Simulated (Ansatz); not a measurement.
## KTaO3 (cubic perovskite): energy against volume

KTaO₃ (cubic perovskite)

```
CELL_PARAMETERS angstrom
      3.98532     0.00000     0.00000
      0.00000     3.98532     0.00000
      0.00000     0.00000     3.98532
ATOMIC_POSITIONS crystal
  K  0.00000 0.00000 0.00000
  Ta 0.50000 0.50000 0.50000
  O  0.00000 0.50000 0.50000
  O  0.50000 0.50000 0.00000
  O  0.50000 0.00000 0.50000
```

E(V) scan at fixed shape, V₀ the volume above. Symmetry pins the atoms to their sites.

Level of theory: PBEsol (plane waves to 420 eV, PAW, scalar-relativistic; Ansatz, a program for electronic structure). k mesh 9×9×9 (Γ-centred), Fermi-Dirac smearing 0.05 eV. Energies are smeared free energies. KTaO3 is run without spin polarisation. KTaO3 was relaxed with its symmetry unable to fall. Spin-orbit coupling is left out, though Ta is heavy. ΔE is measured from the relaxed starting cell.

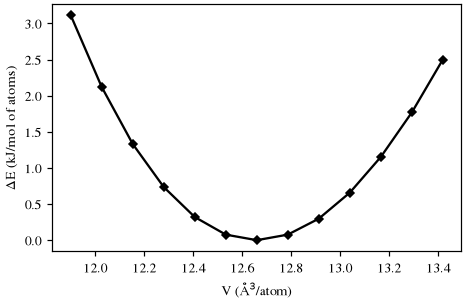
*ΔE (kJ/mol of atoms) against V (Å³/atom); computed points joined by lines.*

The energy cost of the largest compression is 32.3 meV/atom and the pressure at the smallest volume comes out as 14.4 GPa. The equilibrium volume of the fit is 12.66 Å³/atom and the bulk modulus B₀ (third-order Birch-Murnaghan fit) comes out as 203 GPa. The pressure derivative B₀′ (fit) is 4.5.

(Under strain, the slope of the energy per volume gives the stress and its curvature an elastic modulus.)
